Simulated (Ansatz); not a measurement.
# Fields on a plane of ZrC (rock salt)

```xyz
2
Lattice="0.0000 2.3557 2.3557 2.3557 0.0000 2.3557 2.3557 2.3557 0.0000" Properties=species:S:1:pos:R:3 pbc="T T T"
C      0.0000     0.0000     0.0000
Zr     2.3557     2.3557     2.3557
```

The slice is a {110} plane (indices of the conventional cell) through the point (0.000, 0.000, 0.000) (fractional), spanned by u = [100] and v = [1 -1 -1] in vectors of this cell: u (3.33 Å) and v (4.71 Å, at 90° to u). It covers one period; positions are fractions (u, v).

Atoms on it: C at (0.00, 0.00); Zr at (0.00, 0.50).

These are r2SCAN (plane waves to 500 eV, PAW, scalar-relativistic; Ansatz, a first-principles code) values and carry that method's errors. k mesh 17×17×17. Inside the PAW spheres the values are not all-electron values, and peaks at nuclei hang on which shells count as valence. ZrC is run without spin polarisation. ZrC was relaxed with its symmetry unable to fall.

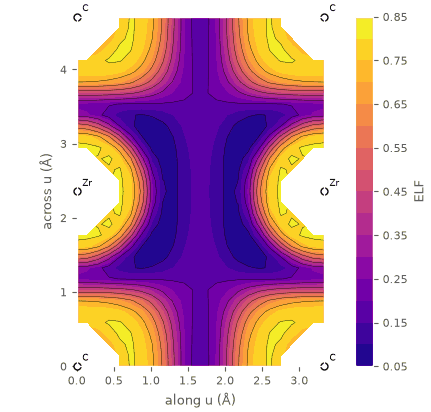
Figure: Electron localisation function (ELF), one period of the plane, atoms marked. Points within 0.5 Å of a nucleus are left white, as the pseudised field means little there.

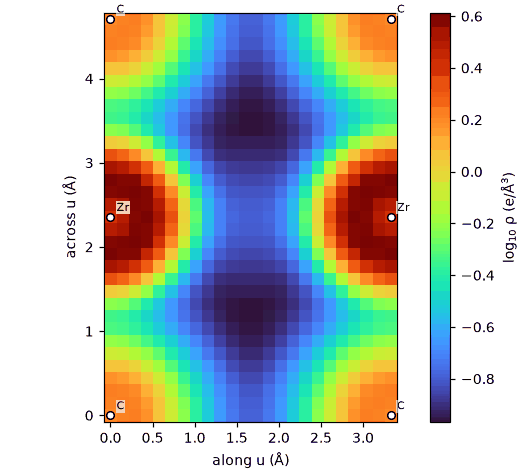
Fig. 1. Log₁₀ of the valence density in e/Å³, one period of the plane, atoms marked. The scale is logarithmic, as a density can span decades between atoms and voids.

- Density on the C–Zr line (2.36 Å) at its density minimum, 1.1 Å from C: 0.44 e/Å³
- ELF at that point: 0.3
